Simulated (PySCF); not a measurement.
**C3H10B2N2Si: electronic excitations**

What electronic excitations should C3H10B2N2Si (`BN1[SiH2]CNB1C=C`) show?

Computed with PySCF 2.14.0, with density-fitted response routines of our own, on a single molecule in the gas phase. Atoms count from 0, in the outputs and in this text.

## 1. The starting structure

18 atoms, charge 0, multiplicity 1; geometry from: GFN2-xTB.

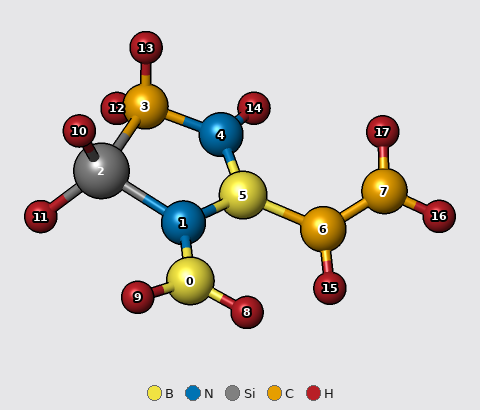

The starting geometry (boron yellow, nitrogen blue, silicon grey, carbon amber, hydrogen red), atoms numbered.

## 2. TDDFT and polarisability: CAM-B3LYP/def2-SVPD

What the job is given:

```
{"job": {"kind": "uv", "xc": "CAM-B3LYP", "basis": "def2-SVPD", "nstates": 8, "ntriplets": 3}, "charge": 0, "multiplicity": 1}
B      0.520905     2.189693    -0.786867
N      0.651386     0.851853    -0.380668
Si     2.194074     0.067114    -0.109711
C      1.401046    -1.573950     0.471251
N     -0.021473    -1.313844     0.361702
B     -0.454052    -0.069809    -0.079959
C     -1.969393     0.272809    -0.244056
C     -2.946977    -0.250091     0.486025
H     -0.534037     2.682492    -0.913135
H      1.496153     2.811658    -0.994168
H      2.966597     0.724085     0.949428
H      2.958294    -0.086143    -1.352088
H      1.679737    -2.430429    -0.150869
H      1.661638    -1.836744     1.501671
H     -0.629270    -2.078705     0.608065
H     -2.247999     0.995977    -1.001596
H     -3.986049     0.010682     0.348837
H     -2.749340    -0.960331     1.274481
```

Method: TDDFT CAM-B3LYP/def2-SVPD, vertical, gas phase, core orbitals frozen in the response.

Started as:

```
> OMP_NUM_THREADS=1 python probes_run.py task.json out
```

One launch serves the whole session: the jobs run in the order shown.

What will the session give for the following? lowest singlet (CAM-B3LYP/def2-SVPD); brightest single state of those computed; lowest triplet; surface potential, least and greatest. Wanted: lowest singlet; brightest single state of those computed; lowest triplet; surface potential, least and greatest.

As calculated:

| quantity | value |
| --- | --- |
| lowest singlet (CAM-B3LYP/def2-SVPD) | 6.10 eV (203 nm), f = 0.135 |
| brightest single state of those computed | state 4, 6.65 eV, f = 0.216 |
| lowest triplet | 4.10 eV |
| surface potential, least and greatest | -0.68 V and 1.60 V |

What this shows: The first singlet state (HOMO→LUMO 0.88) lies at 6.10 eV and is bright; of the 8 states computed, the strongest absorption comes from state 4 at 6.65 eV. The lowest triplet lies 2.00 eV below the lowest singlet (triplets in Tamm-Dancoff, singlets in full TDDFT).
